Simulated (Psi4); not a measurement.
# PF3: frequency calculation (part 1 of 3)

The run: frequency calculation of PF3. Method and program: HF/def2-TZVPD, RHF (Psi4 1.11).

The geometry comes from this level: GFN2-xTB.

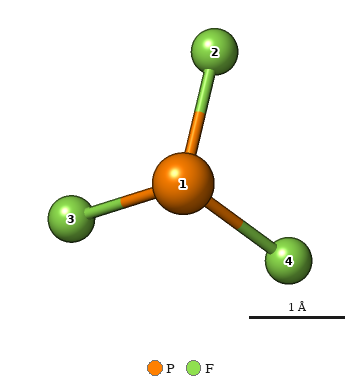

Fig. 1: The input geometry (ball-and-stick view, seen on its broad side; atoms are numbered from 1 in the order of the input). Bond lengths as drawn: F–P 1.60 Å.

## Summary

```json
{"quantity": "outcome", "value": "converged"}
{"quantity": "total energy", "value": "−639.312899 hartree"}
{"quantity": "basis functions", "value": "163"}
{"quantity": "HOMO", "value": "−13.23 eV"}
{"quantity": "LUMO", "value": "2.00 eV"}
{"quantity": "zero-point energy", "value": "0.009614 hartree"}
{"quantity": "dipole moment", "value": "1.88 D"}
{"quantity": "wavenumbers, lowest and highest", "value": "122 and 861 cm⁻¹"}
{"quantity": "hardware", "value": "1 thread of Intel Xeon (Sapphire Rapids), 16 GiB of memory available, shared host"}
{"quantity": "wall time", "value": "2.5 min"}
{"quantity": "peak memory", "value": "0.47 GiB"}
```

## Notes

The record of the run, not the program, notes: frequencies away from a stationary point.

## The input (run.py)
```python
import psi4

psi4.set_memory(1600000000)
psi4.set_num_threads(1)
psi4.set_output_file('run.log', False)

with open('f3p.xyz') as f:
    atoms = ''.join(f.readlines()[2:])
molecule = psi4.geometry('0 1\n' + atoms + '')

psi4.set_options({
    'basis': 'def2-TZVPD',
    'scf_type': 'mem_df',
    'rotational_symmetry_number': 3,
})

e, wfn = psi4.frequency('hf', return_wfn=True)
print('E =', round(e, 9))
print('wavenumbers / cm^-1:', wfn.frequencies().np.round(1))
for k in ('ZPVE', 'ENTHALPY', 'GIBBS FREE ENERGY'):
    print(f'{k}: {psi4.variable(k):.8f} Eh')
```

## File f3p.xyz
```
4
F3P
P     -0.004630     0.005090     0.642290
F      1.349610    -0.029560    -0.203150
F     -0.648490     1.180250    -0.228190
F     -0.696500    -1.155780    -0.210950
```

Launch command:
```bash
python run.py
```

## Log
```
:20:11:41,31 INFO     [psi4.driver.driver:647] Return gradient(): -639.3128994823323
:20:11:41,32 INFO     [psi4.driver.driver:648] [[-0.00020549  0.00085041  0.09168639]
 [ 0.02717123 -0.00083765 -0.03015051]
 [-0.01299039  0.02378346 -0.03089465]
 [-0.01397534 -0.02379622 -0.03064123]]
:20:11:41,34 INFO     [psi4.driver.driver:1485] Compute hessian(): method=hf, basis=def2-tzvpd, molecule=default, nre=189.19029821916445
  -0.07997389 -0.0570873  -0.05939935]
 [-0.00029428  0.3324035   0.00069746  0.00345304 -0.04611649 -0.00320815  0.05362033 -0.14420684  0.10275187
  -0.05677909 -0.14208016 -0.10024117]
 [-0.0019186   0.00069746  0.44786541  0.09109122 -0.00266798 -0.14802947 -0.04345577  0.0796494  -0.15134591
  -0.04571686 -0.07767888 -0.14849002]
 [-0.17856807  0.00345304  0.09109122  0.24765879 -0.00469017 -0.09629409 -0.03344872  0.02369431  0.00222791
  -0.035642   -0.02245718  0.00297496]
 [ 0.00365351 -0.04611649 -0.00266798 -0.00469017  0.0556346   0.00238692  0.02924035 -0.00591711 -0.00960969
  -0.02820369 -0.003601    0.00989075]
 [ 0.11750786 -0.00320815 -0.14802947 -0.09629409  0.00238692  0.10530432 -0.0108659  -0.00175637  0.02145326
  -0.01034786  0.00257761  0.0212719 ]
 [-0.07550059  0.05362033 -0.04345577 -0.03344872  0.02924035 -0.0108659   0.09890218 -0.07897242  0.04709891
   0.01004714 -0.00388825  0.00722276]
 [ 0.05372807 -0.14420684  0.0796494   0.02369431 -0.00591711 -0.00175637 -0.07897242  0.19953332 -0.08589999
   0.00155003 -0.04940937  0.00800696]
 [-0.05618991  0.10275187 -0.15134591  0.00222791 -0.00960969  0.02145326  0.04709891 -0.08589999  0.10838708
   0.00686309 -0.00724219  0.02150557]
 [-0.07997389 -0.05677909 -0.04571686 -0.035642   -0.02820369 -0.01034786  0.01004714  0.00155003  0.00686309
   0.10556875  0.08343274  0.04920162]
 [-0.0570873  -0.14208016 -0.07767888 -0.02245718 -0.003601    0.00257761 -0.00388825 -0.04940937 -0.00724219
   0.08343274  0.19509053  0.08234346]
 [-0.05939935 -0.10024117 -0.14849002  0.00297496  0.00989075  0.0212719   0.00722276  0.00800696  0.02150557
   0.04920162  0.08234346  0.10571255]]
rd: BASIS

         ---------------------------------------------------------
                                   SCF
                              RHF Reference
                        1 Threads,   1525 MiB Core
         ---------------------------------------------------------

  ==> Geometry <==

    Molecular point group: c1
    Full point group: C1

    Geometry (in Angstrom), charge = 0, multiplicity = 1:

       Center              X                  Y                   Z               Mass
    ------------   -----------------  -----------------  -----------------  -----------------
         P           -0.003997550916     0.004397090040     0.554854020056    30.973761998420
         F            1.350242449084    -0.030252909960    -0.290585979944    18.998403162730
         F           -0.647857550916     1.179557090040    -0.315625979944    18.998403162730
         F           -0.695867550916    -1.156472909960    -0.298385979944    18.998403162730

  Running in c1 symmetry.

  Rotational constants: A =      0.25338  B =      0.25318  C =      0.16260 [cm^-1]
  Rotational constants: A =   7596.04982  B =   7590.17019  C =   4874.58808 [MHz]
  Nuclear repulsion =  189.190298219164447

  Charge       = 0
  Multiplicity = 1
  Electrons    = 42
  Nalpha       = 21
  Nbeta        = 21

  ==> Algorithm <==

  SCF Algorithm Type is MEM_DF.
  DIIS enabled.
  MOM disabled.
  Fractional occupation disabled.
  Guess Type is SAD.
  Energy threshold   = 1.00e-08
  Density threshold  = 1.00e-08
  Integral threshold = 1.00e-12

  ==> Primary Basis <==

  Basis Set: DEF2-TZVPD
    Blend: DEF2-TZVPD
    Number of shells: 57
    Number of basis functions: 163
    Number of Cartesian functions: 187
    Spherical Harmonics?: true
    Max angular momentum: 3

   => Loading Basis Set <=

    Name: (DEF2-TZVPD AUX)
    Role: JKFIT
    Keyword: DF_BASIS_SCF

  ==> Integral Setup <==

  DFHelper Memory: AOs need 0.077 GiB; user supplied 1.118 GiB.
  SCF_SUBTYPE=INCORE selected. In-core MEM_DF algorithm will be used.
  Using in-core AOs.

  ==> MemDFJK: Density-Fitted J/K Matrices <==

    J tasked:                   Yes
    K tasked:                   Yes
    wK tasked:                   No
    Memory [MiB]:              1144
    Algorithm:                 Core
    Schwarz Cutoff:           1E-12
    Mask sparsity (%):       1.3173
    Fitting Condition:        1E-10

   => Auxiliary Basis Set <=

  Basis Set: (DEF2-TZVPD AUX)
    Blend: DEF2-UNIVERSAL-JKFIT
    Number of shells: 113
    Number of basis functions: 359
    Number of Cartesian functions: 434
    Spherical Harmonics?: true
    Max angular momentum: 4

  Minimum eigenvalue in the overlap matrix is 6.2327228027E-04.
  Reciprocal condition number of the overlap matrix is 8.2462887665E-05.
    Using symmetric orthogonalization.

  ==> Pre-Iterations <==

  SCF Guess: Superposition of Atomic Densities via on-the-fly atomic UHF (no occupation information).

   -------------------------
    Irrep   Nso     Nmo
   -------------------------
     A        163     163
   -------------------------
    Total     163     163
   -------------------------

  ==> Iterations <==

                           Total Energy        Delta E     RMS |[F,P]|

   @DF-RHF iter SAD:  -638.54060505630173   -6.38541e+02   0.00000e+00
   @DF-RHF iter   1:  -639.22799568680273   -6.87391e-01   3.06431e-03 DIIS/ADIIS
   @DF-RHF iter   2:  -639.28580160942306   -5.78059e-02   1.92506e-03 DIIS/ADIIS
   @DF-RHF iter   3:  -639.31229000885435   -2.64884e-02   1.99850e-04 DIIS/ADIIS
   @DF-RHF iter   4:  -639.31284035057513   -5.50342e-04   4.72169e-05 DIIS
   @DF-RHF iter   5:  -639.31289416351774   -5.38129e-05   1.20196e-05 DIIS
   @DF-RHF iter   6:  -639.31289903631205   -4.87279e-06   3.60170e-06 DIIS
   @DF-RHF iter   7:  -639.31289946648087   -4.30169e-07   7.09709e-07 DIIS
   @DF-RHF iter   8:  -639.31289948183883   -1.53580e-08   1.79087e-07 DIIS
   @DF-RHF iter   9:  -639.31289948227595   -4.37126e-10   7.56867e-08 DIIS
   @DF-RHF iter  10:  -639.31289948233234   -5.63887e-11   8.18376e-09 DIIS
  Energy and wave function converged.

  ==> Post-Iterations <==

    Orbital Energies [Eh]
    ---------------------

    Doubly Occupied:

       1A    -80.136035     2A    -26.334978     3A    -26.334669
       4A    -26.334532     5A     -7.658880     6A     -5.552211
       7A     -5.552203     8A     -5.549992     9A     -1.678928
      10A     -1.623579    11A     -1.623157    12A     -0.914442
      13A     -0.779329    14A     -0.779213    15A     -0.760335
      16A     -0.715133    17A     -0.715074    18A     -0.668467
      19A     -0.668270    20A     -0.656773    21A     -0.486088

    Virtual:

      22A      0.073540    23A      0.077358    24A      0.077400
      25A      0.110771    26A      0.130558    27A      0.130575
      28A      0.169687    29A      0.169756    30A      0.194545
      31A      0.194562    32A      0.195560    33A      0.233191
      34A      0.238083    35A      0.283280    36A      0.283288
      37A      0.296704    38A      0.296718    39A      0.345862
      40A      0.372980    41A      0.410507    42A      0.410566
      43A      0.487397    44A      0.506019    45A      0.506132
      46A      0.519047    47A      0.595597    48A      0.599075
      49A      0.599179    50A      0.624426    51A      0.651967
      52A      0.652024    53A      0.735130    54A      0.735170
      55A      0.739982    56A      0.770319    57A      0.782929
      58A      0.782981    59A      0.792503    60A      0.792547
      61A      0.823025    62A      0.874377    63A      0.874688
      64A      0.901846    65A      0.901969    66A      0.966965
      67A      1.078475    68A      1.078529    69A      1.088630
      70A      1.203789    71A      1.203880    72A      1.262792
      73A      1.262801    74A      1.286300    75A      1.314735
      76A      1.348137    77A      1.462058    78A      1.462145
      79A      1.518950    80A      1.519099    81A      1.619123
      82A      1.640140    83A      1.672614    84A      1.672759
      85A      1.776402    86A      1.869376    87A      1.869718
      88A      2.021312    89A      2.029127    90A      2.029274
      91A      2.214326    92A      2.439257    93A      2.439447
      94A      2.505871    95A      2.532803    96A      2.533094
      97A      2.584767    98A      2.585067    99A      2.605423
     100A      2.769273   101A      2.778074   102A      2.778368
     103A      2.964155   104A      2.993591   105A      3.052296
     106A      3.052514   107A      3.242283   108A      3.242350
     109A      3.895847   110A      3.929169   111A      3.932591
     112A      3.932696   113A      3.966148   114A      3.966469
     115A      4.273195   116A      4.353144   117A      4.353192
     118A      4.594947   119A      4.754615   120A      4.754760
     121A      7.299326   122A      7.314760   123A      7.315035
     124A      7.336884   125A      7.337238   126A      7.356976
     127A      7.360079   128A      7.360363   129A      7.363561
     130A      7.363841   131A      7.369127   132A      7.374717
     133A      7.412677   134A      7.412896   135A      7.444340
     136A      7.499263   137A      7.499409   138A      7.502878
     139A      7.527026   140A      7.572961   141A      7.573150
     142A      8.366302   143A      8.554032   144A      8.555610
     145A      9.033730   146A      9.035828   147A      9.036078
     148A      9.061454   149A      9.065024   150A      9.065211
     151A      9.125277   152A      9.133078   153A      9.133185
     154A      9.324931   155A      9.384071   156A      9.397408
     157A      9.397661   158A      9.579071   159A      9.579410
     160A     16.096795   161A     58.862185   162A     58.985831
     163A     58.986097

    Final Occupation by Irrep:
              A
    DOCC [    21 ]
    NA   [    21 ]
    NB   [    21 ]

  @DF-RHF Final Energy:  -639.31289948233234

   => Energetics <=

    Nuclear Repulsion Energy =            189.1902982191644469
    One-Electron Energy =               -1265.9618126001059863
    Two-Electron Energy =                 437.4586148986090848
    Total Energy =                       -639.3128994823323410

Computation Completed

Properties will be evaluated at   0.000000,   0.000000,   0.000000 [a0]

Properties computed using the SCF density matrix

 Multipole Moments:

 ------------------------------------------------------------------------------------
     Multipole            Electronic (a.u.)      Nuclear  (a.u.)        Total (a.u.)
 ------------------------------------------------------------------------------------

 L = 1.  Multiply by 2.5417464519 to convert [e a0] to [Debye]
 Dipole X            :         -0.0004911           -0.0024701           -0.0029613
 Dipole Y            :          0.0038058            0.0027170            0.0065228
 Dipole Z            :          0.3977288            0.3428508            0.7405796
 Magnitude           :                                                    0.7406143

 ------------------------------------------------------------------------------------

	total time  =          3 seconds =       0.05 minutes

         ------------------------------------------------------------
                                   SCF GRAD
         ------------------------------------------------------------

  ==> Geometry <==

    Molecular point group: c1
    Full point group: C1

    Geometry (in Angstrom), charge = 0, multiplicity = 1:

       Center              X                  Y                   Z               Mass
    ------------   -----------------  -----------------  -----------------  -----------------
         P           -0.003997550916     0.004397090040     0.554854020056    30.973761998420
         F            1.350242449084    -0.030252909960    -0.290585979944    18.998403162730
         F           -0.647857550916     1.179557090040    -0.315625979944    18.998403162730
         F           -0.695867550916    -1.156472909960    -0.298385979944    18.998403162730

  Nuclear repulsion =  189.190298219164447

  ==> Basis Set <==

  Basis Set: DEF2-TZVPD
    Blend: DEF2-TZVPD
    Number of shells: 57
    Number of basis functions: 163
    Number of Cartesian functions: 187
    Spherical Harmonics?: true
    Max angular momentum: 3

  ==> DFJKGrad: Density-Fitted SCF Gradients <==

    Gradient:                    1
    J tasked:                  Yes
    K tasked:                  Yes
    wK tasked:                  No
    Integrals threads:           1
    Memory [MiB]:             1144
    Schwarz Cutoff:          1E-12
    Fitting Condition:       1E-10

   => Auxiliary Basis Set <=

  Basis Set: (DEF2-TZVPD AUX)
    Blend: DEF2-UNIVERSAL-JKFIT
    Number of shells: 113
    Number of basis functions: 359
    Number of Cartesian functions: 434
    Spherical Harmonics?: true
    Max angular momentum: 4

  -Total Gradient:
     Atom            X                  Y                   Z
    ------   -----------------  -----------------  -----------------
       1       -0.000205493387     0.000850413516     0.091686393242
       2        0.027171227719    -0.000837653756    -0.030150511470
       3       -0.012990390196     0.023783458322    -0.030894650362
       4       -0.013975344137    -0.023796218084    -0.030641231406

	total time  =          2 seconds =       0.03 minutes

  Based on options and gradient (rms=3.35E-02), recommend projecting translations and not projecting rotations.
hessian() will perform analytic frequency computation.

   => Loading Basis Set <=

    Name: DEF2-TZVPD
    Role: ORBITAL
    Keyword: BASIS

         ---------------------------------------------------------
                                   SCF
                              RHF Reference
                        1 Threads,   1525 MiB Core
         ---------------------------------------------------------

  ==> Geometry <==

    Molecular point group: c1
    Full point group: C1

    Geometry (in Angstrom), charge = 0, multiplicity = 1:

       Center              X                  Y                   Z               Mass
    ------------   -----------------  -----------------  -----------------  -----------------
         P           -0.003997550916     0.004397090040     0.554854020056    30.973761998420
         F            1.350242449084    -0.030252909960    -0.290585979944    18.998403162730
         F           -0.647857550916     1.179557090040    -0.315625979944    18.998403162730
         F           -0.695867550916    -1.156472909960    -0.298385979944    18.998403162730

  Running in c1 symmetry.

  Rotational constants: A =      0.25338  B =      0.25318  C =      0.16260 [cm^-1]
  Rotational constants: A =   7596.04982  B =   7590.17019  C =   4874.58808 [MHz]
  Nuclear repulsion =  189.190298219164447

  Charge       = 0
  Multiplicity = 1
  Electrons    = 42
  Nalpha       = 21
  Nbeta        = 21

  ==> Algorithm <==

  SCF Algorithm Type is MEM_DF.
  DIIS enabled.
  MOM disabled.
  Fractional occupation disabled.
  Guess Type is SAD.
  Energy threshold   = 1.00e-08
  Density threshold  = 1.00e-08
  Integral threshold = 1.00e-12

  ==> Primary Basis <==

  Basis Set: DEF2-TZVPD
    Blend: DEF2-TZVPD
    Number of shells: 57
    Number of basis functions: 163
    Number of Cartesian functions: 187
    Spherical Harmonics?: true
    Max angular momentum: 3

   => Loading Basis Set <=

    Name: (DEF2-TZVPD AUX)
    Role: JKFIT
    Keyword: DF_BASIS_SCF

  ==> Integral Setup <==

  DFHelper Memory: AOs need 0.077 GiB; user supplied 1.118 GiB.
  SCF_SUBTYPE=INCORE selected. In-core MEM_DF algorithm will be used.
  Using in-core AOs.

  ==> MemDFJK: Density-Fitted J/K Matrices <==

    J tasked:                   Yes
    K tasked:                   Yes
    wK tasked:                   No
    Memory [MiB]:              1144
    Algorithm:                 Core
    Schwarz Cutoff:           1E-12
    Mask sparsity (%):       1.3173
    Fitting Condition:        1E-10

   => Auxiliary Basis Set <=

  Basis Set: (DEF2-TZVPD AUX)
    Blend: DEF2-UNIVERSAL-JKFIT
    Number of shells: 113
    Number of basis functions: 359
    Number of Cartesian functions: 434
    Spherical Harmonics?: true
    Max angular momentum: 4

  Minimum eigenvalue in the overlap matrix is 6.2327228027E-04.
  Reciprocal condition number of the overlap matrix is 8.2462887665E-05.
    Using symmetric orthogonalization.

  ==> Pre-Iterations <==

  SCF Guess: Superposition of Atomic Densities via on-the-fly atomic UHF (no occupation information).

   -------------------------
    Irrep   Nso     Nmo
   -------------------------
     A        163     163
   -------------------------
    Total     163     163
   -------------------------

  ==> Iterations <==

                           Total Energy        Delta E     RMS |[F,P]|
```
